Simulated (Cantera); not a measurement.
A closed system holds: 1 mol CH3SiCl3, 0.31 mol HCl, 1.1 mol H2, equilibrated at 1.33 mbar.

These are equilibrium values from Cantera (NASA tables, ideal gas, pure condensed phases), not measurements of a reactor. Candidate condensed phases: C, C6H6, C7H8, C8H18, Si, SiC; 109 gas species. The feed counts by its element totals alone. The tables' values for SiCl3, SiCl are old estimates; treat these amounts as uncertain. The numbers say what is thermodynamically allowed, not how fast it happens.

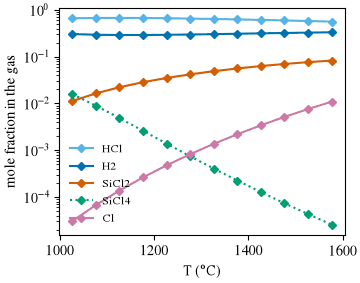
Fig. 1. Equilibrium gas composition (values under 1e-9 drawn at 1e-9)

From 1027 °C to 1577 °C the condensed part is C(graphite) + SiC(s). The main Si-bearing gas is SiCl4 at 1027 °C and SiCl2 at 1577 °C. The share of Si in condensed phases is highest at 1077 °C (86.5 %) and lowest at 1577 °C (62.4 %).
